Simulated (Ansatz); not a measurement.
# Lattice dynamics of CdInCl3 (model cell, started as cubic perovskite with Cd in the octahedra), part 3 of 3

Aim: the vibrations of CdInCl3 (model cell, started as cubic perovskite with Cd in the octahedra), their spectra, and whether the structure is stable.

Ansatz 0.2.0; DFT PBEsol, scalar-relativistic, plane waves, PAW; PAW set soft_1.

So far. Step 4 (Relaxing to small forces for the phonons): The forces vanish by symmetry and the pressure is -0.003 GPa, within the tolerances set. The cell now holds 26.90 Å³/atom. Step 5 (Linear response at the zone centre): Before it was imposed, the acoustic sum rule was missed by 1.5e-4 eV/Å² and the charge sum rule by 0.0018 e. Small misses are needed for a sound result but don't prove that mesh and cutoff are converged. The relaxed cell has a = 5.124 Å (conventional setting).

The structure was built from a prototype and need not be the compound's stable phase.

**6. Phonons on a q mesh**

Stability and thermal properties need the whole zone. Linear response on a 2×2×2 q mesh gives force constants as far as a supercell of that size would, and the tensors from the zone-centre run are typed in so that the long-range dipole term is interpolated apart.

input.yaml

```yaml
crystal:
  lattice:
    - [5.1238010624, 0.0, 0.0]
    - [0.0, 5.1238010624, 0.0]
    - [0.0, 0.0, 5.1238010624]
  atoms:
    - { symbol: In, position: [0.0, 0.0, 0.0] }
    - { symbol: Cd, position: [0.5, 0.5, 0.5] }
    - { symbol: Cl, position: [0.5, 0.5, 0.0] }
    - { symbol: Cl, position: [0.5, 0.0, 0.5] }
    - { symbol: Cl, position: [0.0, 0.5, 0.5] }
kpoints:
  mp_grid: { grid: [6, 6, 6] }
hamiltonian:
  xc: pbesol
  pseudopotentials: { kind: paw, azcp: { folder: soft_1 }, xc_functional: pbe }
scf:
  occupations: { method: fixed }
output:
  eigenvalues: true
phonons:
  method: dfpt
  qmesh: [2, 2, 2]
  temperatures: { t_max: 1000, t_step: 50 }
  qpath:
    path:
      - [[0.0, 0.0, 0.0], [0.0, 0.5, 0.0], [0.5, 0.5, 0.0], [0.0, 0.0, 0.0], [0.5, 0.5, 0.5], [0.0, 0.5, 0.0]]
      - [[0.5, 0.5, 0.5], [0.5, 0.5, 0.0]]
    npoints: 10
  non_analytic_term:
    high_frequency_dielectric_tensor: [[4.407, 0.0, 0.0], [0.0, 4.407, 0.0], [0.0, 0.0, 4.407]]
    born_effective_charges:
      - { species: In, tensor: [[1.9655, 0.0, 0.0], [0.0, 1.9655, 0.0], [0.0, 0.0, 1.9655]] }
      - { species: Cd, tensor: [[2.6902, 0.0, 0.0], [0.0, 2.6902, 0.0], [0.0, 0.0, 2.6902]] }
      - { species: Cl, tensor: [[-1.2486, 0.0, 0.0], [0.0, -1.2486, 0.0], [0.0, 0.0, -2.1585]] }
      - { species: Cl, tensor: [[-1.2486, 0.0, 0.0], [0.0, -2.1585, 0.0], [0.0, 0.0, -1.2486]] }
      - { species: Cl, tensor: [[-2.1585, 0.0, 0.0], [0.0, -1.2486, 0.0], [0.0, 0.0, -1.2486]] }
    source: "zone-centre run at this cell"
```

Started as:

```bash
> ansatz run input.yaml --threads 4 --pin off --max-ram 16384MiB --backend cpu --events-out ev --progress --plain --runs-dir out
```

Numbers of over 12 decimals in the logs are rounded to 6 here.

Log:

```text
[...]
Crystal: 5 atoms, lattice volume = 134.517 Å³
Basis set: ecut = 420 eV, 2601 PW (Γ), exchange–correlation on 72×72×72 points (8 copies of the dense FFT grid, shifted against one another)
Bands: 33, of which v1, the nominal top of the filled ones, is band 27 counted from 1 (26 counted from 0)
Symmetry: 48 space group operations
k-points: 20 of 216
[...]
SCF iter   1: F=—  HF=-16897.999296 eV  |F-HF|=—  |Δ(HF+E_count)|=         —  Δρ=5.12e-2  dr2=3.92e0  ethr=3.10e-3  ⟨swp⟩=4.8  Hψ=2312  notcnv=0  defer=63
[...]
SCF iter  12: F=-16896.479211 eV  HF=-16896.479211 eV  |F-HF|=0.00e0  |Δ(HF+E_count)|=  1.46e-11  Δρ=1.54e-8  dr2=1.59e-13  ethr=1.00e-12  ⟨swp⟩=6.0  Hψ=2896  notcnv=0
SCF 1 converged in 12 iterations: F = -16896.479211 eV  dr2 = 1.59e-13
[...]
NSCF: frozen V_eff on 20 k-points
[...]
DFPT response loops at q = (0, 0, 0) (fractional): preconditioner auto → Resta (q_TF=auto, 2.343 Å⁻¹)  ε∞=5.8 (no band partly filled); β = 1.00, the filter's whole step (`scf.mixing.beta` (0.50) is not read by the response loops at its default; to damp them type it under 1.00, their step now; it binds the ground state too); Broyden in place of MSR1
[...]
SCF converged after 12 iterations
Free energy (F): -16896.479211 eV
[...]
Internal energy: -16896.479211 eV  (E = F + TS)
E sigma→0 (E₀):  -16896.479211 eV
Fermi energy:    3.915982 eV
[...]
--- Band table (eV; the first three rows and the last of 20) ---
  k-point 0: bands = [... 23 lower, 2.8508, 2.9131, 2.9131, 2.9131, 5.7042, 9.7165, 9.7165, 9.7165, ... 2 higher]
  k-point 1: bands = [... 23 lower, 2.8115, 2.9085, 2.9085, 3.0922, 6.2750, 8.9593, 9.4883, 9.4883, ... 2 higher]
  k-point 2: bands = [... 23 lower, 2.7237, 2.9376, 2.9376, 3.5544, 7.5691, 7.9360, 9.1346, 9.1346, ... 2 higher]
  k-point 19: bands = [... 23 lower, 3.5251, 3.5251, 3.9160, 3.9160, 9.4618, 9.4618, 9.4618, 10.0811, ... 2 higher]
--- Phonons (Γ-DFPT): 4 representative perturbations + reference (Σ response iterations 12) ---
  ASR residual: 3.156e-5 → 0.000e0 eV/Å²; symmetrization residual: 1.941e-5 eV/Å²
  ASR residual per site (eV/Å²): 1.62e-5 3.16e-5 1.78e-5 1.78e-5 1.78e-5
[...]
--- Phonons (arbitrary-q DFPT): 4 irreducible q on the 2×2×2 mesh ---
  q = [0.0000, 0.0000, 0.0000] (star 1, of the zone-centre solve; hermiticity 5.05e-6, symmetrization 6.38e-12): -56.45 -56.45 -56.45 -0.00 0.00 0.00 36.14 36.14 36.14 53.22 53.22 53.22 265.25 265.25 265.25
  q = [0.0000, 0.0000, -0.5000] (star 3, 9 solved perturbations in 504 linear systems a pass and spin channel, the states on 64 of 216 k-point pairs; hermiticity 2.74e-6, symmetrization 1.76e-7): -41.23 -41.23 22.40 22.40 42.61 43.25 51.03 51.03 53.23 53.23 94.69 139.68 265.23 265.54 265.54
[...]
sum rule: each row above includes the acoustic sum rule's correction from the zone centre's row sums; it moved no ω² by more than (0.37 cm⁻¹)²
  mesh force constants: q→R imaginary residual 4.87e-18; ASR residual 3.156e-5 → 0.000e0 eV/Å²; symmetrization residual 1.066e-14 eV/Å²
  interpolated dispersion: 63 rows × 15 modes
  density of states and harmonic sums: on the 12×12×12 q-mesh, interpolated from the force constants of a 2×2×2 supercell (with the dipole–dipole term of supplied tensors)
  largest difference from the sums on the solved wave vectors: F 1.25e-1 eV, S 1.66e-4 and C_V 4.83e-5 eV/K
  zero-point energy: 0.083060 eV/cell   skipped modes (ω ≤ 0): 350, of them read as no rigid motion or as one in doubt: 347 (4.233e0 modes/cell left out, lowest -71.70 cm⁻¹)   left out of the sums: 2.82e-1 of the cell's modes: C_V's classical limit lies that fraction below 3 k_B per atom; for a crystal, a wire or a layer, F and S can be off by more, and a phonons.interpolated_qmesh denser along its periods is the remedy for the sampling
```

The job ended after 2.2 min (4 threads of Arm Neoverse V2, shared host; peak memory 1.1 GiB).

This step gave:

```
sum-rule residual before enforcement                    : 3.16e-5 eV/Å²
lowest frequency on the path                            : -71.70 cm⁻¹
highest frequency on the path or at a solved wavevector : 312.9 cm⁻¹
lowest mode on the q mesh (acoustic modes at Γ apart)   : -71.7 cm⁻¹
```

Frequencies (cm⁻¹) solved at each irreducible wavevector; negative means imaginary. Frequencies by wavevector, by row:

```csv
q in reciprocal lattice units,star,mode 1,mode 2,mode 3,mode 4,mode 13,mode 14,mode 15
0 0 0,1,-56.5,-56.5,-56.5,0,265.2,265.2,265.2
0 0 -0.5,3,-41.2,-41.2,22.4,22.4,265.2,265.5,265.5
0 -0.5 -0.5,3,-71.7,-46.8,-46.8,-28,169,265.8,293.8
-0.5 -0.5 -0.5,1,-71.4,-71.4,-71.4,-42.9,168.3,168.3,312.9
```

Interpolated from a 2×2×2 q mesh, with the LO-TO term (at Γ the limit along the path; where Γ stands inside the path, tables give the limit on arrival). Phonon branches along the path, in cm⁻¹:

```csv
point,branch 1,branch 2,branch 3,branch 4,branch 12,branch 13,branch 14,branch 15
Γ,-56,-56,0,0,106,265,265,290
X,-41,-41,22,22,140,265,266,266
M,-72,-47,-47,-28,138,169,266,294
Γ,-56,-56,0,0,106,265,265,290
R,-71,-71,-71,-43,139,168,168,313
X,-41,-41,22,22,140,265,266,266
jump to R,-71,-71,-71,-43,139,168,168,313
M,-72,-47,-47,-28,138,169,266,294
```

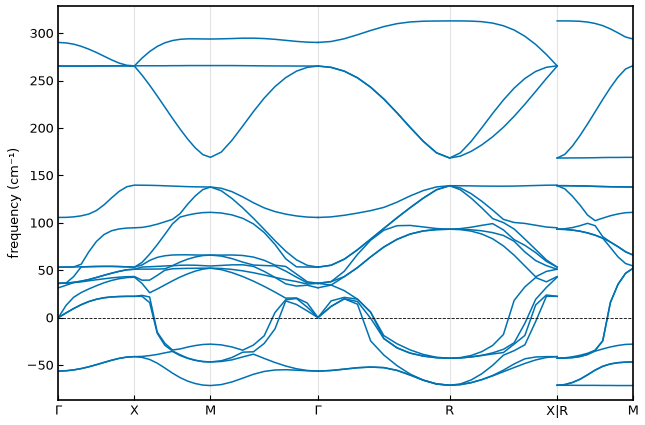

Phonon branches along the path.

The phonon density of states has structure finer than the step of the table below, so its rows give means over 25 cm⁻¹, whole bins alone (the curve runs from -72.5 to 312 cm⁻¹). Peaks (cm⁻¹: height): -42.5: 0.114, 57.5: 0.0937, 97.5: 0.0859, 137.5: 0.0713, 262.5: 0.0686, 297.5: 0.0482.

Tetrahedra on a 12×12×12 mesh, mean over bins of 5 cm-1. Interpolated from a 2×2×2 q mesh. Phonon density of states against wavenumber; means over each step:

```csv
wavenumber (cm⁻¹),phonon density of states (1/cm⁻¹/cell)
-50,0.0895
-25,0.0530
0,0.0210
25,0.0475
50,0.0670
75,0.0737
100,0.0631
125,0.0435
150,0.00713
175,0.00716
200,0.0141
225,0.0180
250,0.0315
275,0.0131
300,0.0342
```

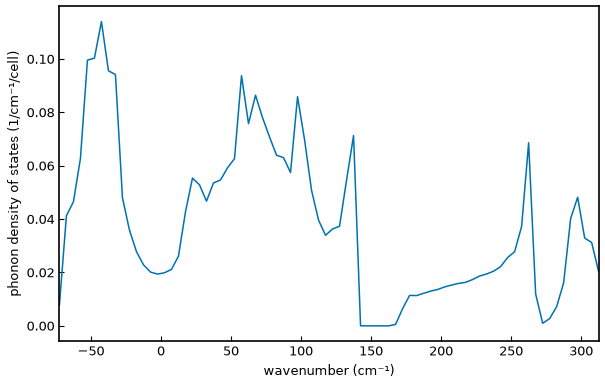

Phonon density of states, plotted against wavenumber.

The partial phonon density of states has structure finer than the step of the table below, so its rows give means over 20 cm⁻¹, whole bins alone (the curve runs from -80.9 to 332 cm⁻¹). Peaks (cm⁻¹: height): Cd 56.8: 0.0391, 82.8: 0.0278, 101.0: 0.0291, 137.4: 0.0658; Cl -54.9: 0.0550, 36.1: 0.0456, 51.6: 0.0471, 72.4: 0.0499, 98.4: 0.0586, 256.9: 0.0436, 295.9: 0.0415; In -36.7: 0.0824, 20.5: 0.0214.

Phonopy on the run's constants, 11x11x11 mesh, Gaussian sigma 3.0 cm-1. Interpolated from a 2×2×2 q mesh. Partial phonon density of states against wavenumber; means over each step; values in 1/cm⁻¹/cell:

```csv
wavenumber (cm⁻¹),Cd,Cl,In
-60,1.8e-4,0.0456,0.0143
-40,4.6e-4,0.0352,0.0651
-20,3.8e-4,0.0182,0.0224
0,2.6e-4,0.00418,0.00452
20,0.00330,0.0258,0.0150
40,0.00686,0.0403,0.0100
60,0.0285,0.0429,0.00813
80,0.0211,0.0424,0.00642
100,0.0201,0.0443,0.00243
120,0.0262,0.00976,0.00102
140,0.0284,0.00147,4.9e-4
160,4.9e-5,7.2e-4,0
180,9.8e-4,0.00975,0
200,0.00153,0.0114,1.3e-6
220,0.00205,0.0152,5.4e-6
240,0.00251,0.0188,1.2e-5
260,0.00440,0.0319,1.0e-5
280,7.8e-4,0.00831,3.4e-5
300,0.00196,0.0338,7.4e-5
320,1.4e-4,0.00577,1.8e-6
```

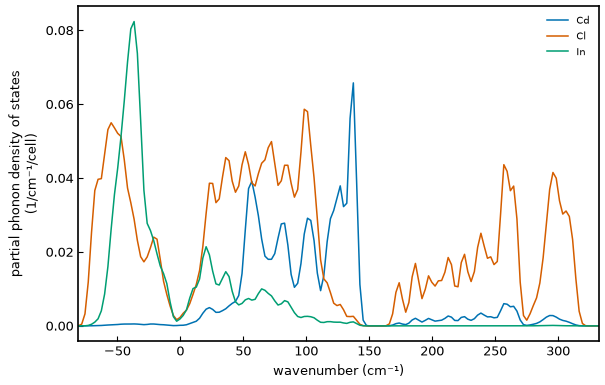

Partial phonon density of states, plotted against wavenumber.

Symmetry leaves 4 wavevectors to solve. The lowest mode among them, the acoustic zeros apart, lies at q = (0, -0.5, -0.5) and is imaginary, 71.7i cm⁻¹, so the energy falls along it.

**7. Summary of results**

```
space group after relaxation (within 0.01 Å)            : Pm-3m
volume per atom                                         : 26.9 Å³
gap on the k-mesh                                       : 1.79 eV
highest optical mode at the zone centre (no LO-TO term) : 265 cm⁻¹
top of the zone-centre spectrum with the field          : 290 cm⁻¹
lowest optical zone-centre mode                         : -56.5 cm⁻¹
mean high-frequency dielectric constant                 : 4.41
largest Born charge (third of the trace)                : 2.69 e
lowest mode on the q mesh (acoustic modes at Γ apart)   : -71.7 cm⁻¹
highest frequency on the path or at a solved wavevector : 313 cm⁻¹
imaginary modes on the 2×2×2 q mesh                     : yes
```

**Reading.** Modes are clearly imaginary (beyond 10i cm⁻¹) at 4 of the 4 irreducible wavevectors, most at q = (0, -0.5, -0.5) (71.7i cm⁻¹), so this structure is not a minimum of the energy. Without the field, the optical modes at Γ span -56 to 265 cm⁻¹ (negative means imaginary). The highest mode in this list at Γ, 265.2 cm⁻¹, is mostly motion of Cl (87 % of the kinetic energy). With the macroscopic field of the longitudinal modes the top of the zone-centre spectrum lies at 290 cm⁻¹, against 265 cm⁻¹ without it. Among the real modes, the strongest infrared line is at 265 cm⁻¹. The PAW files were made for PBE and serve the other functionals too. The starting cell was built on a prototype and not taken from a measurement, so the phase need not exist. These are harmonic frequencies at zero temperature: anharmonic shifts, linewidths and thermal expansion are left out.

[Logs are printed without paths, hosts, clocks, repeated set-up lines and the standing remarks that a program may print on its own settings, such as how far it seeks lower states.]

[Hosts, paths, dates, database ids (printed as entryN), source tags and the programs' standing remarks are cut or masked in the printed files.]
